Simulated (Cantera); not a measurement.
Charge: 1 mol SiHCl3, 25 mol N2, 57 mol H2, equilibrated at 13300 Pa.

Method: chemical equilibrium by Gibbs-energy minimisation in Cantera with the NASA 1993 tables (ideal gas, pure condensed phases). Candidate condensed phases: NH4Cl, Si, Si3N4; 28 gas species. N2 is the only nitrogen source here; it is nearly inert below about 1500 K, so the nitride shown seldom forms there in practice. The tables' values for SiCl, SiN, SiCl3 are old estimates; treat these amounts as uncertain. Gases not in the tables: Si2H6 and higher silanes. The numbers say what is thermodynamically allowed, not how fast it happens.

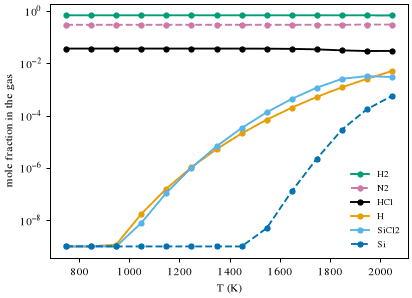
Equilibrium gas composition (values under 1e-9 drawn at 1e-9)

Question: Read off the mole fractions at 2048 K.

Answer: H2 about 0.66, N2 about 0.30, HCl about 0.029, H about 0.0050, SiCl2 about 0.0029, Si about 0.00057.
